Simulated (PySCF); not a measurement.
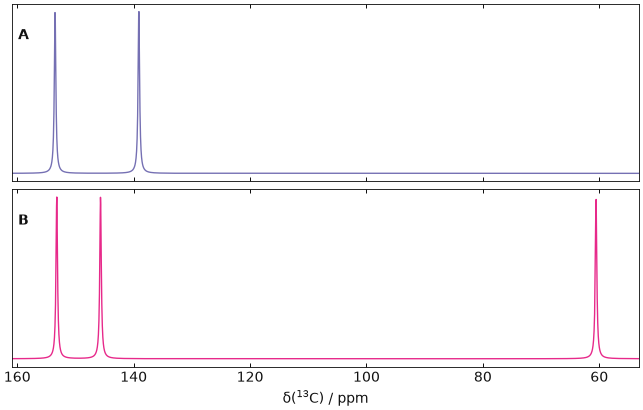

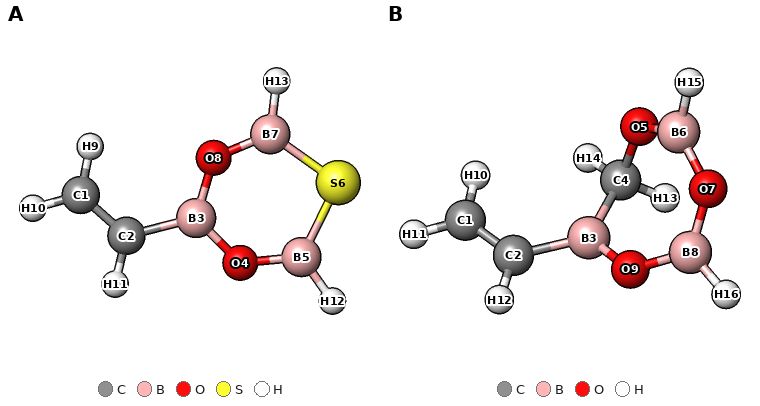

Related molecules: A is C₂H₅B₃O₂S, SMILES C=CB1OBSBO1; B is C₃H₇B₃O₃, SMILES C=CB1COBOBO1. GIAO ¹³C shifts against TMS, PBE0/pcSseg-1, PySCF, at a GFN2-xTB geometry (no frequency check); fully decoupled, line heights follow the number of nuclei within a panel, widths are arbitrary (no quadrupolar broadening); values of one conformer, averaged over nuclei that symmetry, rotation about single bonds or ring flips exchange, these motions taken as fast; other conformers aren't averaged in.

Assign the ¹³C signals of each molecule.

A: 153.5 (C1); 139.1 (C2)
B: 153.2 (C1); 145.7 (C2); 60.6 (C4)

Limits of at least one run: the tight-binding geometry is rougher than a DFT one and adds to the error.
